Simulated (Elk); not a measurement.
Band structure of TiGa5Co (P4/mmm, 7 atoms in the cell).

```xyz
7
Lattice="4.0286 0.0000 0.0000 0.0000 4.0286 0.0000 0.0000 0.0000 6.4418" Properties=species:S:1:pos:R:3 pbc="T T T"
Ti     0.0000     0.0000     0.0000
Ga     0.0000     2.0143     1.9198
Ga     0.0000     2.0143     4.5220
Ga     2.0143     0.0000     1.9198
Ga     2.0143     0.0000     4.5220
Ga     2.0143     2.0143     0.0000
Co     0.0000     0.0000     3.2209
```

Method of the run: LDA (PW92), all-electron FP-LAPW, Elk's shipped species files, APW+lo basis with extra local orbitals in Elk.

Settings: xctype = 3; rgkmax = 8; stype = 0; swidth = 0.00367493 Ha; ngridk = 5 5 3; gmaxvr = 18 1/bohr; lmaxapw = 10; lmaxo = 8; nxlo = 2; lorbcnd = true; lradstp = 2; nrmtscf = 2; lmaxi = 4.

The starting cell comes from a database of computed structures (which also holds hypothetical and non-ambient phases and stackings), without a prior relaxation at this level. Spin polarisation is off. Values depend on the basis (sphere radii, cutoffs, local orbitals), which need not be converged.

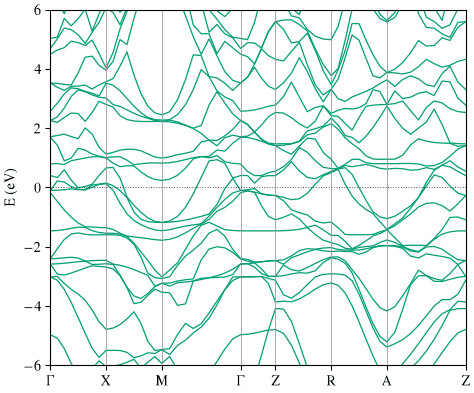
Figure: Bands along the path, energies from the Fermi level.

Levels in eV from the Fermi level, bands 43 to 50:
| point | 43 | 44 | 45 | 46 | 47 | 48 | 49 | 50 |
|---|---|---|---|---|---|---|---|---|
| Γ | -1.47 | -0.18 | -0.10 | -0.10 | 0.40 | 0.79 | 1.69 | 1.71 |
| X | -1.54 | -1.36 | 0.12 | 0.15 | 0.66 | 0.99 | 1.01 | 1.12 |
| M | -3.02 | -1.78 | -1.46 | -1.18 | -1.18 | 0.24 | 0.82 | 0.99 |
| Z | -1.47 | -1.09 | -0.28 | -0.28 | 0.40 | 0.55 | 1.41 | 1.41 |
| R | -1.86 | -1.62 | -1.17 | 0.50 | 0.54 | 0.64 | 0.95 | 2.15 |
| A | -1.77 | -1.43 | -1.43 | -1.42 | -1.05 | 0.62 | 0.80 | 0.95 |

Bands cross the Fermi level along this path, so the cell is metallic at this level.
